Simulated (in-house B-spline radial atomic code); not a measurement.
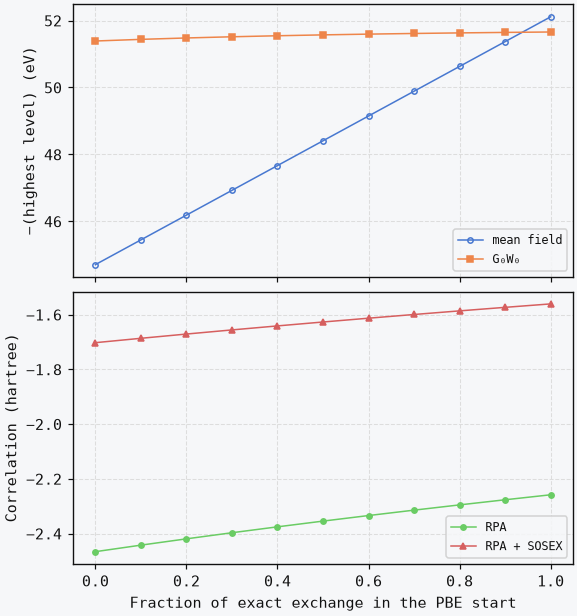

G₀W₀ and RPA for Kr³⁺ ([Ar] 3d¹⁰ 4s² 4p³) as exact exchange is mixed into the PBE start. All-electron spherical atom, scalar X2C, no spin-orbit coupling, Breit or QED terms; computed with a B-spline radial code.

> Where does the G₀W₀ correction vanish, and how does the correlation energy move?

The mean-field binding energy of 4p↑ runs from 44.71 eV at fraction 0 to 52.11 eV at 1, the G₀W₀ value only from 51.39 to 51.66 eV. The correction vanishes near a fraction of 0.94. The RPA correlation energy goes from −2.466 to −2.258 hartree, and with SOSEX from −1.702 to −1.561.
